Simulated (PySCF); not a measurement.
Molecule: Se(Me)(GeH3), SMILES C[Se][GeH3], singlet. Atoms near the plane z = 1.2 Å, at the B3LYP/def2-SVP optimised geometry (x, y, z in Å): Se1 (0.1, 1.1, 0.0), C2 (-1.9, 0.9, 0.0), H3 (-2.3, 1.9, 0.0), H4 (-2.2, 0.3, 0.9), Ge6 (0.8, -1.1, 0.0), H7 (2.3, -1.1, 0.0), H8 (0.2, -1.9, 1.3).

Level of theory: B3LYP/def2-TZVP in PySCF. The values are rescaled to run from 0 to 1.

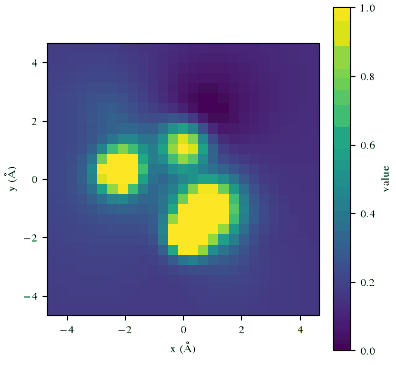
a field on the plane z = 1.2 Å.

Problem. Which quantity is mapped?
(A) deformation density (molecule minus spherical neutral atoms)
(B) electrostatic potential
(C) electron localisation function
(D) log10 of the electron density

Solution. B, electrostatic potential. In full: electrostatic potential (hartree/e), clipped to [-0.08, 0.12].
